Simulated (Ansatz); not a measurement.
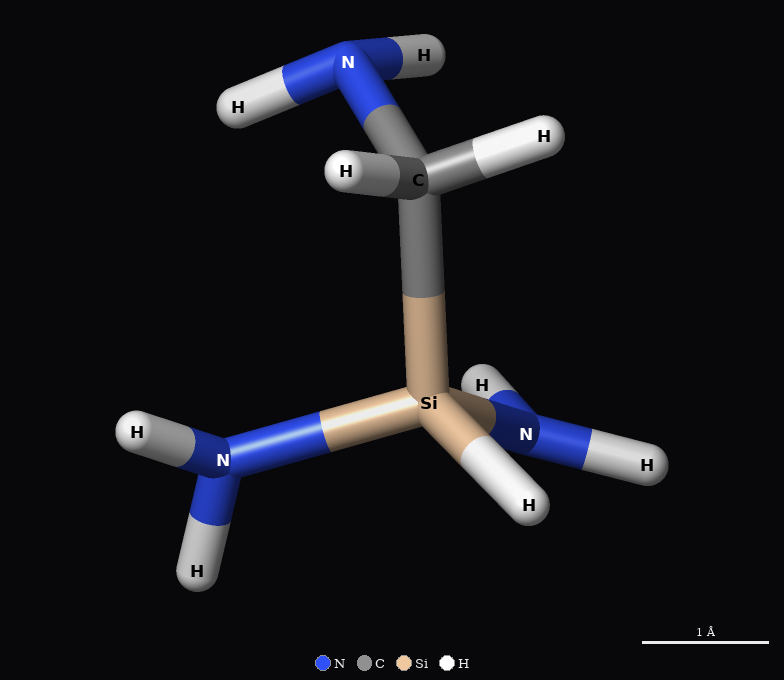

Starting geometry of the run.

Ansatz 0.2.0 input:

```yaml
crystal:
  periodic: [false, false, false]
  atoms:
    - {symbol: N, position_ang: [0.269203, -0.983440, 1.758880]}
    - {symbol: C, position_ang: [0.891540, 0.160405, 1.073536]}
    - {symbol: Si, position_ang: [0.101660, 0.595240, -0.579371]}
    - {symbol: N, position_ang: [0.374475, -0.782601, -1.574550]}
    - {symbol: N, position_ang: [-1.595536, 0.829896, -0.554672]}
    - {symbol: H, position_ang: [0.194737, -1.764108, 1.115428]}
    - {symbol: H, position_ang: [-0.682258, -0.745172, 2.015073]}
    - {symbol: H, position_ang: [0.855065, 1.027274, 1.741818]}
    - {symbol: H, position_ang: [1.961137, -0.048678, 0.944047]}
    - {symbol: H, position_ang: [0.647236, 1.900643, -1.068910]}
    - {symbol: H, position_ang: [-0.069931, -0.836276, -2.477249]}
    - {symbol: H, position_ang: [1.280064, -1.223727, -1.592110]}
    - {symbol: H, position_ang: [-1.999703, 1.745069, -0.458712]}
    - {symbol: H, position_ang: [-2.240489, 0.096378, -0.314606]}
basis:
  gaussian: {orbitals: def2-TZVPP}
correlation: {method: ccsd_t}
output: {orbitals: {seedname: orbitals}}
```

It was started with:

```sh
ansatz run in.yaml --threads 4 --pin off --events-out ev --progress --plain --max-ram 10444MiB
```

Result:

```
Functional definition: HF
  name "HF"
  cite "Fock, Z. Phys. 61, 126 (1930) doi:10.1007/BF01340294"
  parent pbe
  exchange = exact_x
  correlation = 0
1691 factors; integrals over basis functions are off by at most 1.3e-3 eV
mean field evaluation 1: about -13478.2722 eV, gradient 5.4e1 eV
mean field evaluation 2: about -13478.5016 eV, gradient 5.4e1 eV
mean field evaluation 4: about -13484.5481 eV, gradient 4.1e0 eV
mean field evaluation 8: about -13484.6172 eV, gradient 2.4e-1 eV
mean field evaluation 16: about -13478.2723 eV, gradient 5.4e1 eV
mean field -13484.61742910 eV, -495.5505503175 hartree, gradient 3.0e-6 eV, S^2 0.000000; 0 other end points of the search recorded, 0 dependent functions left out
9 core orbitals not correlated: weight in the atoms' cores, before any rotation towards them, 1.000 or more for the frozen orbitals, at most 0.000 for the correlated occupied ones
reference -13484.61742910 eV, -495.5505503175 hartree; 16, 16 occupied and 267, 267 virtual orbitals, 1691 factors
second order -25.77775648 eV of doubles, -0.00000000 eV of singles
cycle   1  -26.33625508 eV  change   -5.6e-1 eV  update   9.4e-2
cycle   2  -26.90800998 eV  change   -5.7e-1 eV  update   2.6e-2
cycle   3  -27.00724340 eV  change   -9.9e-2 eV  update   1.2e-2
cycle   4  -26.99910878 eV  change    8.1e-3 eV  update   2.8e-3
cycle   5  -26.99938285 eV  change   -2.7e-4 eV  update   1.5e-3
cycle   6  -26.99979064 eV  change   -4.1e-4 eV  update   4.7e-4
cycle   7  -26.99954137 eV  change    2.5e-4 eV  update   2.0e-4
cycle   8  -26.99950284 eV  change    3.9e-5 eV  update   7.7e-5
cycle   9  -26.99951891 eV  change   -1.6e-5 eV  update   2.8e-5
perturbative correction -1.02734483 eV, -0.0377542262 hartree
Total energy: -13512.64429284 eV, -496.5805185627 hartree
```
